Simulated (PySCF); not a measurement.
**C3H10FNSi: density, localisation and related maps**

Input file:

```
{"job": {"kind": "nmr", "xc": "PBE0", "basis": "pcSseg-1"}, "charge": 0, "multiplicity": 1}
N     -2.551688    -0.405700     0.546833
C     -1.104705    -0.518724     0.523256
C     -0.441345    -0.036538    -0.772589
C      1.073886    -0.225911    -0.761285
Si     1.996812     0.778393     0.558251
F      3.553885     0.750150     0.132289
H     -2.958217    -0.954197    -0.204414
H     -2.830144     0.560037     0.405062
H     -0.715480     0.057956     1.366903
H     -0.855430    -1.570205     0.691294
H     -0.872833    -0.590724    -1.613494
H     -0.677444     1.021212    -0.921486
H      1.293289    -1.289326    -0.638613
H      1.465041     0.053205    -1.743541
H      1.637393     2.190061     0.531078
H      1.979382     0.189254     1.889046
```

Run with:

```sh
OMP_NUM_THREADS=1 python probes_run.py task.json out
```

Geometry: GFN2-xTB.

These are results of PBE0/pcSseg-1, SCF density, gas phase, non-relativistic (PySCF 2.14.0), not measurements.

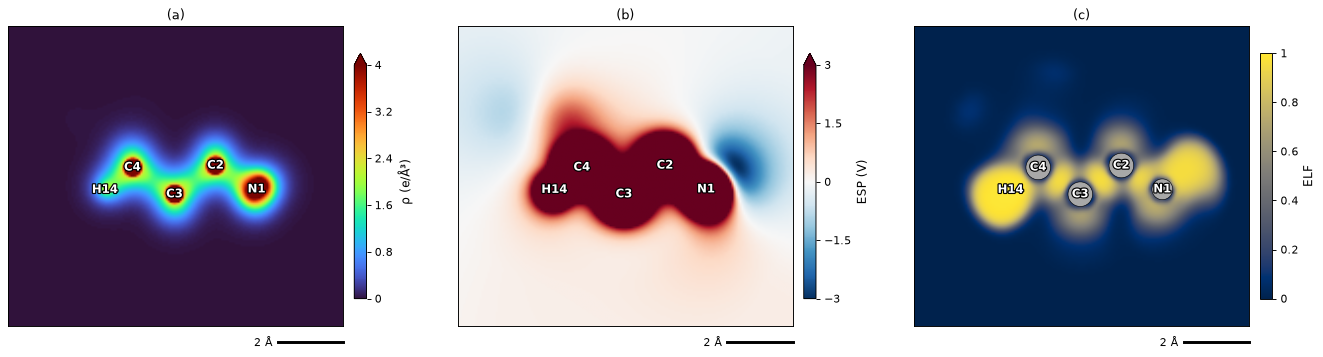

Figure 1. (a) total electron density; (b) molecular electrostatic potential; (c) ELF on the plane of atoms C2, C3 and C4. Grey discs cover the atomic cores in the ELF map.

What does the map show?

Answer.
- The section cuts through N, C and H sites.
- C–N (1.45 Å): the density is about 1.9 e/Å³ at the midpoint; the ELF peaks at about 0.95 between the atoms: a covalent bond.
- C–C (1.53 Å): the density is about 1.6 e/Å³ at the midpoint; the ELF peaks at about 0.95 between the atoms; localised, covalent bonding.
- C–H (1.09 Å): ρ is about 1.9 e/Å³ halfway; the ELF climbs to about 1 towards the hydrogen, as it does in any bond to H (an ordinary covalent bond to hydrogen).
- The ELF also peaks beside N1, away from the bonds: lone-pair regions.
- Outside the dense part of the molecule the potential is most negative (−3.0 V) near N1.

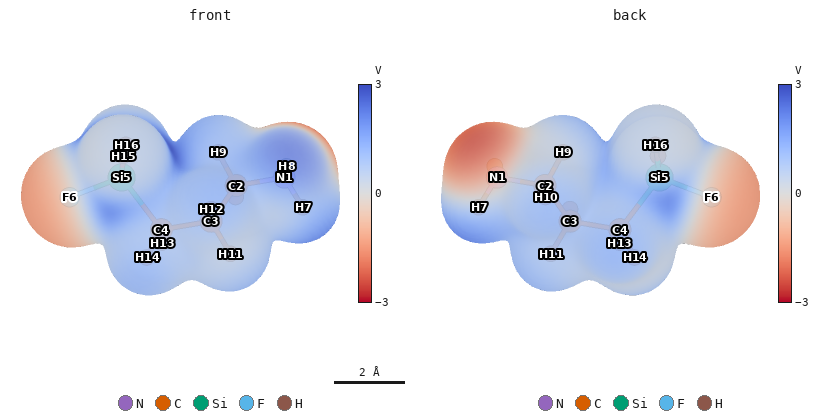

Figure 2. The electrostatic potential painted on the density surface at 0.004 e/bohr³, seen from the front and from behind; red is negative and blue positive.

Where is the surface potential most negative and most positive?

Answer. The most negative region (about −2.1 V) lies over N1, the most positive (about +2.4 V) over Si5. N1 is the likeliest acceptor of a hydrogen bond.
